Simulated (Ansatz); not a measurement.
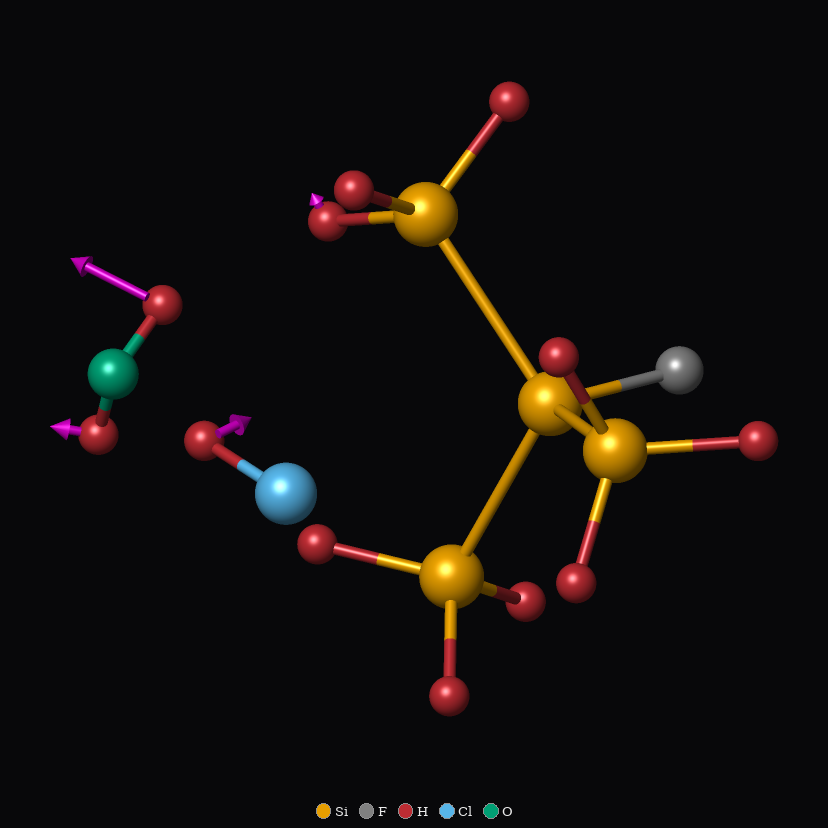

The arrows show one normal mode. Harmonic vibrations computed with RKS PBE0-D4/def2-TZVP (Ansatz 0.2.0) at a stationary point of the same level.

### Estimate its harmonic wavenumber.

403 cm⁻¹; it is mode 18 of 51 counted from the lowest.
